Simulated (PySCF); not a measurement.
**C₅H₁₄BClSi: density, localisation and related maps**

Input file:

```
{"job": {"xc": "WP04", "basis": "6-31G*", "kind": "nmr", "pop": true}, "charge": 0, "multiplicity": 1}
C      2.358359    -0.819034     0.073612
B      0.964142    -0.750464     0.796631
C     -0.135417     0.284395     0.362678
C      0.026850     0.860866    -1.051870
C     -1.566862    -0.254867     0.550337
C     -1.857769    -1.473686    -0.320927
Si     0.066659     1.737689     1.618847
Cl     1.862209     2.630311     1.413796
H      2.244413    -1.030065    -0.989420
H      3.034418    -1.564763     0.484598
H      2.863479     0.145478     0.127245
H      0.735695    -1.448258     1.714221
H     -0.775828     1.561363    -1.283877
H      0.006539     0.066560    -1.795222
H      0.974378     1.384550    -1.155693
H     -2.297381     0.525872     0.318582
H     -1.709195    -0.537828     1.595567
H     -1.115747    -2.248727    -0.141312
H     -2.843085    -1.874187    -0.090149
H     -1.839768    -1.215887    -1.376531
H     -0.052027     1.293609     3.006158
H     -0.954476     2.746458     1.328225
```

Launched as:

```sh
OMP_NUM_THREADS=1 python ens_run.py task.json out
```

Geometry: GFN2-xTB.

Theory: WP04/6-31G*, SCF density, gas phase, non-relativistic (PySCF).

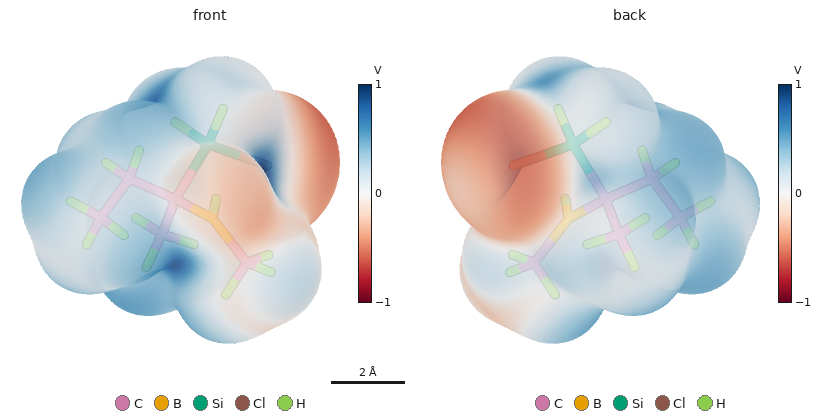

Figure 1. The molecular electrostatic potential painted on the density surface at 0.001 e/bohr³, seen from the front and from behind; red is negative and blue positive.

> Where is the surface potential most negative and most positive?

The most negative region (about −0.6 V) lies over Cl8, the most positive (about +0.8 V) over B2 and Si7.

> How polar is the molecule by this calculation?

Its dipole moment is 1.82 D.

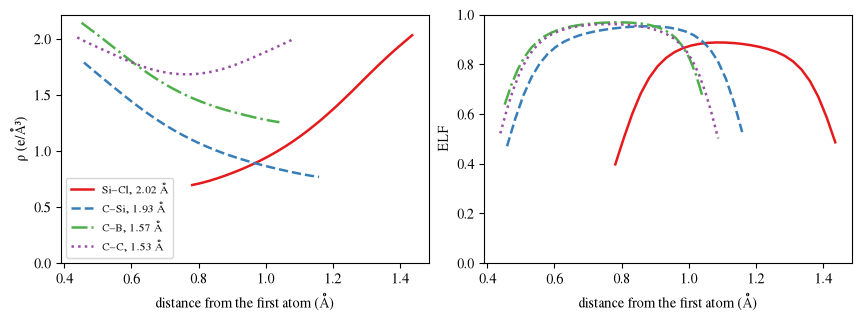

Figure 2. Electron density and ELF along straight lines between neighbouring atoms. The curves leave out the atomic cores.

> What kind of bonding do the profiles show?

Si–Cl (2.02 Å): ρ is about 0.95 e/Å³ halfway; the ELF peaks at about 0.90 between the atoms; a shared but strongly polarised pair.
C–Si (1.93 Å): ρ is about 0.89 e/Å³ halfway; the ELF peaks at about 0.95 between the atoms; a shared electron pair.
C–B (1.57 Å): ρ is about 1.5 e/Å³ halfway; the ELF peaks at about 0.95 between the atoms (a covalent bond).
C–C (1.53 Å): the density is about 1.7 e/Å³ at the midpoint; the ELF peaks at about 0.95 between the atoms, as expected for a shared electron pair.
